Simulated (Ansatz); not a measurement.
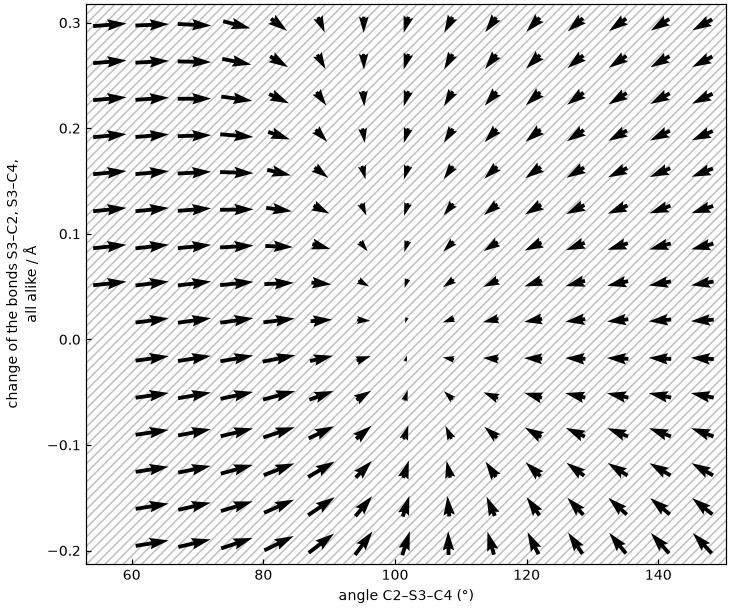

C4H6S, SMILES C=CSC=C. 
- First axis: angle C2–S3–C4. Second axis: change of the bonds S3–C2, S3–C4, all alike.
- Nothing is relaxed (all other coordinates rigid).
- Grid: 15 × 15 points. At 7 points there is no value (left out of the scan, as a rule where atoms come close).
- Points are written as (first, second).
- Theory: RKS PBE0-D4/def2-SVP in Ansatz 0.2.0.

The picture shows arrows along the force (downhill), their lengths compressed, hatched blanks where no value was computed.

The arrows alone are given. Where is the energy lowest?

The arrows converge at about (102°, 0.000 Å) (read from the interpolated surface).

The energy map of the same scan:

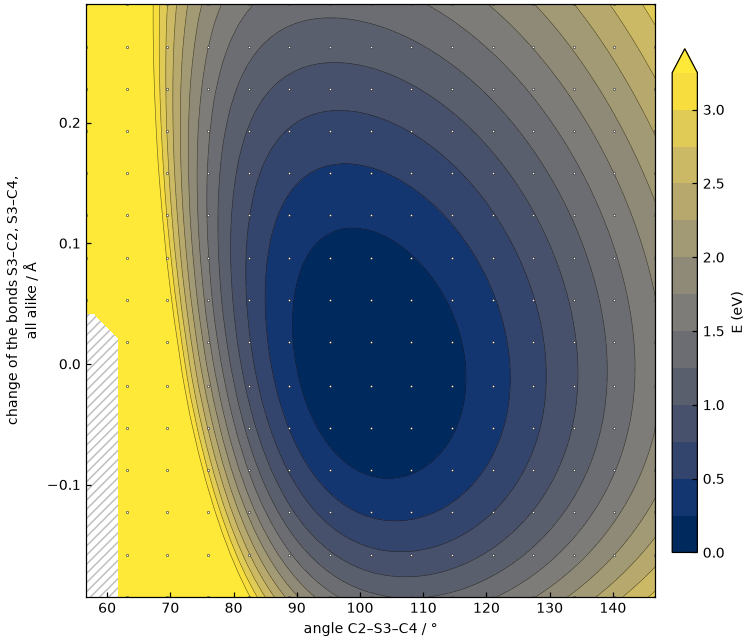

Energies are in eV, from the relaxed molecule at the same level; between grid points the surface is interpolated.
